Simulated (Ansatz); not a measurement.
# SiH2 (SMILES [SiH2]): levels of theory compared

Wanted: a comparison of 6 runs (HF/3-21G, r2SCAN0/3-21G, r2SCAN/cc-pVDZ, BCCD(T)/cc-pVDZ, CCSD/3-21G, UCCSD(T)/3-21G) of SiH2. 

The results are computed with Ansatz 0.2.0.

61 further runs of the same task are left out: 61 set aside as unsound or not needed.

## (1) The structure to begin with

The species is SiH2 (3 atoms), meant as a singlet with charge 0. As SMILES, `[SiH2]`. The H2–Si1 distance was set to 2.288 Å, away from the relaxed value. At this shape a bond of the SMILES string is far longer than usual.

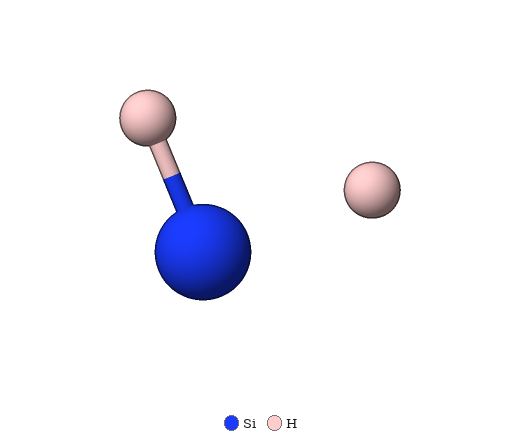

The structure, seen from a chosen angle (silicon blue, hydrogen pink).

## (2) The energy at HF/3-21G (run 1)

The input, in.yaml:

```yaml
crystal:
  periodic: [false, false, false]
  atoms:
    - {symbol: Si, position_ang: [-1.156954, 0.413600, -0.581652]}
    - {symbol: H, position_ang: [0.840300, 0.578600, 0.522500]}
    - {symbol: H, position_ang: [-1.014854, -1.102200, -0.676952]}
basis:
  gaussian:
    orbitals: 3-21G.json
accuracy: high
hamiltonian:
  xc: hf
```

The basis set 3-21G is read from a file made from the Basis Set Exchange's data (not shown).

On the command line:

```
$ ansatz run in.yaml --threads 1 --pin off --max-ram 2610MiB --events-out events.jsonl --progress --plain --runs-dir runs
```

Output:

```text
Warning: RAYON_NUM_THREADS=1 ignored (pool sized by the plan → 1); use --threads N
Functional definition: HF
  name "HF"
  exchange = exact_x
  correlation = 0
325 factors; integrals over basis functions are off by at most 2.9e-9 eV
mean field evaluation 1: about -7847.8799 eV, gradient 7.6e0 eV
mean field evaluation 2: about -7847.8794 eV, gradient 7.6e0 eV
mean field evaluation 4: about -7848.2827 eV, gradient 5.5e-1 eV
mean field evaluation 8: about -7848.2861 eV, gradient 4.6e-4 eV
mean field -7848.28610565 eV, -288.4191946232 hartree, gradient 2.7e-8 eV, S^2 0.000000; 0 other end points of the search recorded, 0 dependent functions left out
reference -7848.28610565 eV, -288.4191946232 hartree; 8, 8 occupied and 9, 9 virtual orbitals, 325 factors
Total energy: -7848.28610565 eV, -288.4191946232 hartree
```

Wall time 0.12 s (1 thread of Arm Neoverse V1, shared host).

## (3) The energy at r2SCAN0/3-21G (run 2)

The input, input.yaml:

```yaml
crystal:
  periodic: [false, false, false]
  atoms:
    - {symbol: Si, position_ang: [-1.156954, 0.413600, -0.581652]}
    - {symbol: H, position_ang: [0.840300, 0.578600, 0.522500]}
    - {symbol: H, position_ang: [-1.014854, -1.102200, -0.676952]}
basis:
  gaussian:
    orbitals: 3-21G.json
hamiltonian:
  xc: {name: r2SCAN0}
accuracy: high
```

The basis set 3-21G is read from a file made from the Basis Set Exchange's data (not shown).

On the command line:

```
$ ansatz run input.yaml --threads 1 --pin off --max-ram 2610MiB --events-out events.jsonl --progress --plain --runs-dir runs
```

Output:

```text
Warning: RAYON_NUM_THREADS=1 ignored (pool sized by the plan → 1); use --threads N
Functional definition: r2SCAN0
  name "r2SCAN0"
  parameter a = 0.25
  parameter k0 = 0.174
  parameter k1 = 0.065
  parameter a1 = 4.9479
  exchange = (1 - a)*r2scan_x(k0 = k0, k1 = k1, a1 = a1) + a*exact_x
  correlation = r2scan_c
325 factors; integrals over basis functions are off by at most 2.9e-9 eV
mean field evaluation 1: about -7862.5733 eV, gradient 7.0e0 eV
mean field evaluation 2: about -7862.3842 eV, gradient 8.7e0 eV
mean field evaluation 4: about -7862.8786 eV, gradient 7.9e-2 eV
mean field evaluation 8: about -7862.8719 eV, gradient 1.1e-4 eV
mean field evaluation 16: about -7862.8719 eV, gradient 1.7e-8 eV
mean field -7862.87193302 eV, -288.9552138924 hartree, gradient 1.7e-8 eV, S^2 0.000000; 0 other end points of the search recorded, 0 dependent functions left out
reference -7862.87193338 eV, -288.9552139056 hartree; 8, 8 occupied and 9, 9 virtual orbitals, 325 factors
Total energy: -7862.87193338 eV, -288.9552139056 hartree
```

Wall time 1.5 s (1 thread of Arm Neoverse V1, shared host); peak memory 0.1 GiB.

Runs 3 to 5 aren't shown in full; the table further down has their settings and results.

## (4) The energy at UCCSD(T)/3-21G (run 6)

The input, run.yaml:

```yaml
crystal:
  periodic: [false, false, false]
  atoms:
    - {symbol: Si, position_ang: [-1.156954, 0.413600, -0.581652]}
    - {symbol: H, position_ang: [0.840300, 0.578600, 0.522500]}
    - {symbol: H, position_ang: [-1.014854, -1.102200, -0.676952]}
basis:
  gaussian:
    orbitals: 3-21G.json
magnetization:
  spin_polarized: true
  initial_magnetization: 0
correlation:
  method: ccsd_t
  frozen_orbitals: {H: 0, Si: 5}
accuracy: high
scf:
  omitted_lower_state_checks: [cluster_reference, increment]
```

The basis set 3-21G is read from a file made from the Basis Set Exchange's data (not shown).

On the command line:

```
$ ansatz run run.yaml --threads 1 --pin off --max-ram 2610MiB --events-out events.jsonl --progress --plain --runs-dir runs
```

Output:

```text
Warning: RAYON_NUM_THREADS=1 ignored (pool sized by the plan → 1); use --threads N
[... 15 lines left out ...]
5 core orbitals not correlated: weight in the atoms' cores, before any rotation towards them, 1.000 or more for the frozen orbitals, at most 0.000 for the correlated occupied ones
[... 41 lines left out ...]
Total energy: -7850.58481360 eV, -288.5036705823 hartree
Checks for a lower state left out: cluster_reference, increment
```

Run time: 0.47 s. Hardware: 1 thread of Arm Neoverse V1, shared host.

## (5) All runs side by side

| run | level | frozen core orbitals | energy (Eh) | wall time |
| --- | --- | --- | --- | --- |
| 1 | HF/3-21G | – | -288.419195 | 0.12 s |
| 2 | r2SCAN0/3-21G | – | -288.955214 | 1.5 s |
| 3 | r2SCAN/cc-pVDZ | – | -290.509324 | 1.9 s |
| 4 | BCCD(T)/cc-pVDZ | 5 | -290.078238 | 0.51 s |
| 5 | CCSD/3-21G | 5 | -288.502763 | 0.22 s |
| 6 | UCCSD(T)/3-21G | 5 | -288.503671 | 0.47 s |

## (6) Summary of results

```
                                          quantity          value
                               run 6: total energy  -288.50367 Eh
run 6: correlation energy (5 core orbitals frozen)      -77.7 mEh
                             run 6: (T) correction      -1.15 mEh
          run 6: ⟨S²⟩ of the reference determinant          0.469
                              run 6: T1 diagnostic          0.110
```

In words: Below the HF energy at the same shape and in the same basis (3-21G): CCSD -83.6 mEh; UCCSD(T) -84.5 mEh. Some of these start from another determinant than that one, so these aren't their correlation energies. Totals of different functionals can't be ranked against each other. In runs 4, 5 the log says that unrestricted orbitals would lower the reference, so the values rest on an unstable closed-shell determinant (other closed-shell runs at this shape may share the fault). Spin contamination of the reference: run 6 ⟨S²⟩ = 0.47. All runs together took 4.7 s, the longest 1.9 s.
